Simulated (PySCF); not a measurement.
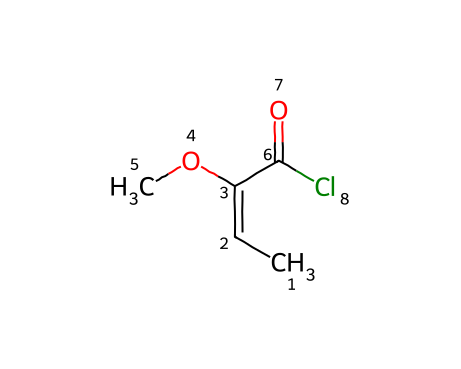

A structural formula, with wedges where it has stereocentres; small numbers name the atoms. The configuration is that of a computed structure (PBE0-D3(BJ)/def2-SVP).

> Assign CIP descriptors.

C2=C3: E.
